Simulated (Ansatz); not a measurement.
**C$_{7}$H$_{4}$NO (charge −1): density, localisation and related maps**

```xyz
13

O     2.7842   -0.0509   -0.1547
C     1.5347   -0.0514   -0.1004
C     0.7214   -1.0705   -0.7227
C    -0.6461   -1.0658   -0.6598
C    -1.3481   -0.0527    0.0250
C    -2.7563   -0.0533    0.0863
N    -3.9160   -0.0537    0.1367
C    -0.5901    0.9610    0.6463
C     0.7776    0.9669    0.5903
H     1.2446   -1.8594   -1.2549
H    -1.2143   -1.8551   -1.1446
H    -1.1148    1.7499    1.1785
H     1.3443    1.7563    1.0750
```

These are results of DFT r2SCAN, Gaussian basis def2-TZVPD (Ansatz), not measurements.

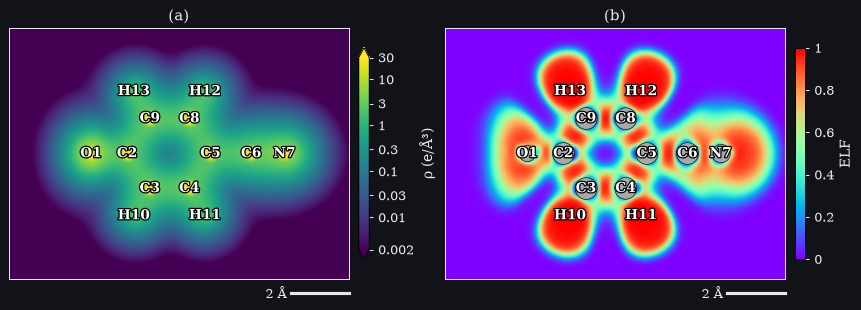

Figure 1. (a) electron density; (b) ELF on the molecular plane. Grey discs cover the atomic cores in the ELF map.

Interpret the plot.

Answer. The plane passes through O, C, N and H nuclei. C–N (1.16 Å): ρ is about 3.6 e/Å³ halfway; the ELF peaks at about 0.90 between the atoms: a multiple bond. C–O (1.25 Å): ρ at the midpoint is about 3.1 e/Å³; the ELF peaks at about 0.90 between the atoms, as expected for a polar covalent bond. C–C (1.37 Å): the density is about 2.2 e/Å³ at the midpoint; the ELF peaks at about 1 between the atoms, as expected for localised, covalent bonding. C–H (1.09 Å): the density is about 2 e/Å³ at the midpoint; the ELF climbs to about 1 towards the hydrogen, as it does in any bond to H; an ordinary covalent bond to hydrogen. C–C (1.41 Å): ρ at the midpoint is about 2 e/Å³; the ELF peaks at about 0.95 between the atoms: localised, covalent bonding. The ELF also peaks beside O1 and N7, away from the bonds: lone-pair regions.

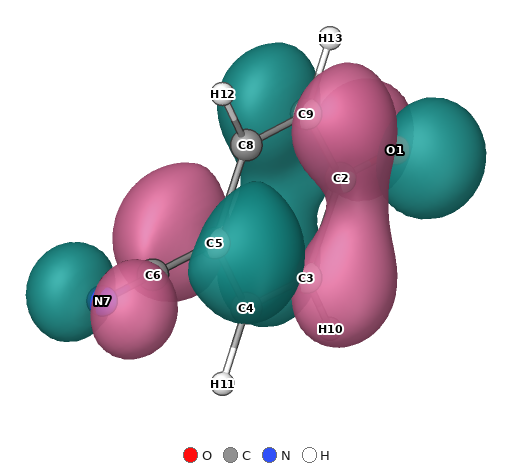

Figure 2. The HOMO at ±0.1 Å⁻³ᐟ² (teal and pink are the two phases), seen at an oblique angle.

Where does this orbital lie, and at what energy?

Answer. It lies mainly on O1 (about 25 %), C5 (about 15 %), C3 (about 15 %), C9 (about 15 %), N7 (about 10 %) and C2 (about 10 %); it changes sign across the molecular plane (π type); π-bonding across C2–C3 and C2–C9. Its energy is −0.72 eV.

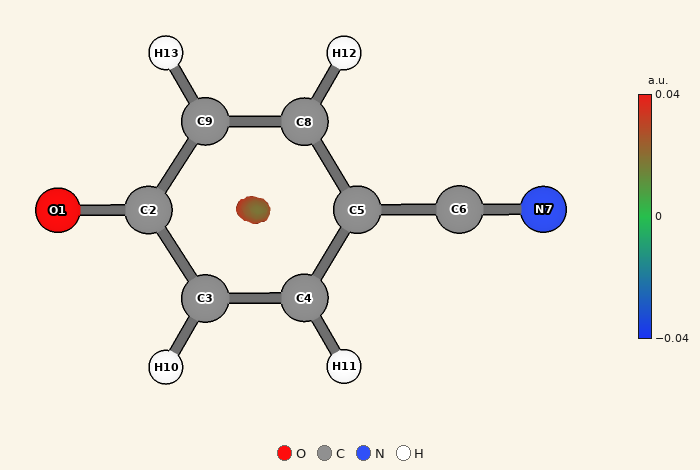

Figure 3. Non-covalent interaction (NCI) plot: the surface where the reduced density gradient is 0.5, for densities under 0.05 a.u., coloured by sign(λ₂)ρ; seen across its widest extent.

Identify the weak interactions.

Answer. Inside the ring or cage of C2, C3, C4, C5, C8 and C9: steric crowding (red).
